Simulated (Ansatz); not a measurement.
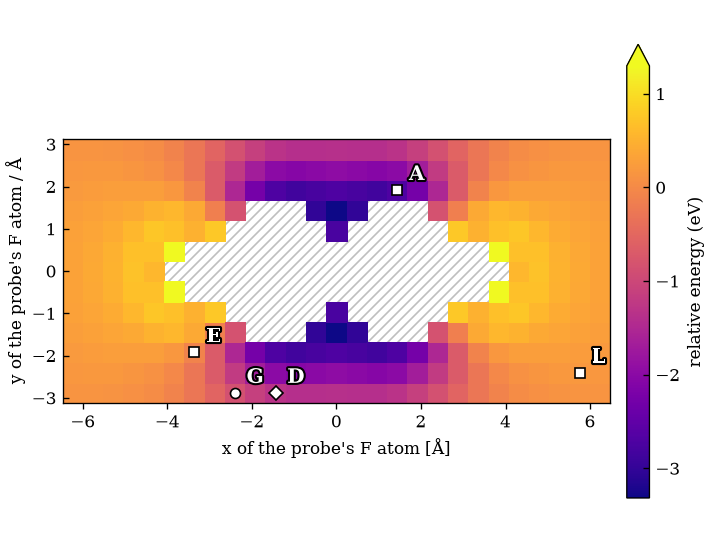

H₂Mg₂ (SMILES [MgH][MgH]) with the probe F-. The probe is moved over the molecule's main plane. First axis: x of the probe's F atom. Second axis: y of the probe's F atom. Nothing is relaxed (molecule and probe rigid). The scan uses a 27 × 13 grid; 73 points were computed and 199 follow by symmetry. At 79 points there is no value (left out of the scan, as a rule where atoms come close). Energies are in eV, from molecule and probe far apart, each relaxed in its own basis (no counterpoise correction). The calculation used RHF/def2-TZVPD (Ansatz).

The picture shows one coloured cell a grid point, one colour for all values above the top of the scale, hatched blanks where no value was computed, lettered points.

> Is D the lowest point of the computed grid?

No. D lies 2.00 eV above the lowest grid point, which is at x of the probe's F atom = 0.00 Å, y of the probe's F atom = −1.44 Å [nearest 2 Mg at 2.05 Å].

> Rank the lettered points by energy, lowest first.

A (−2.71 eV), D (−1.32 eV), G (−0.85 eV), E (−0.11 eV), L (0.18 eV).
